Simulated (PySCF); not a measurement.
```xyz
14

F     2.5306   -0.6115    0.4237
C     1.6144    0.1823   -0.2266
C     0.2785    0.1572    0.4899
C    -0.8284    0.9848   -0.1995
C    -1.6053   -0.2692   -0.3538
C    -0.5735   -1.1171    0.2881
H     2.0351    1.1943   -0.2453
H     1.5313   -0.2054   -1.2473
H     0.4309    0.4123    1.5392
H    -0.5165    1.4651   -1.1337
H    -1.2881    1.7592    0.4234
H    -2.6216   -0.4546   -0.6336
H    -0.8771   -1.6254    1.2091
H    -0.1108   -1.8726   -0.3558
```

Geometry: GFN2-xTB.

Computed with PySCF 2.14.0, density-fitted response routines, UKS B3LYP, pcH-1 on C F H, non-relativistic, mean-field spin-orbit, GIAO.

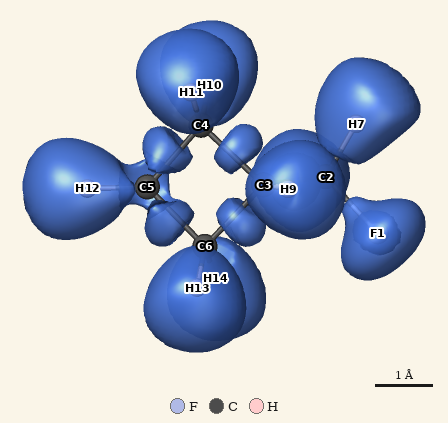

C5H8F (SMILES FCC1C[CH]C1) (doublet). Isosurface of the ELF at 0.75 (blue), seen at a tilt. Only the valence region is drawn (cores and ρ < 0.01 e/Å³ removed).

Q: What do the ELF domains correspond to?

A: The ELF exceeds this value in three regions between bonded C–C atoms (shared pairs), eight regions around hydrogen nuclei and one region on F in which the atom's valence shell and bonds are merged.

Values along the shortest contacts:
C–F (1.38 Å): the ELF peaks at about 0.85 between the atoms; a shared but strongly polarised pair. C–C (1.48 Å): the ELF peaks at about 0.95 between the atoms (a shared electron pair).
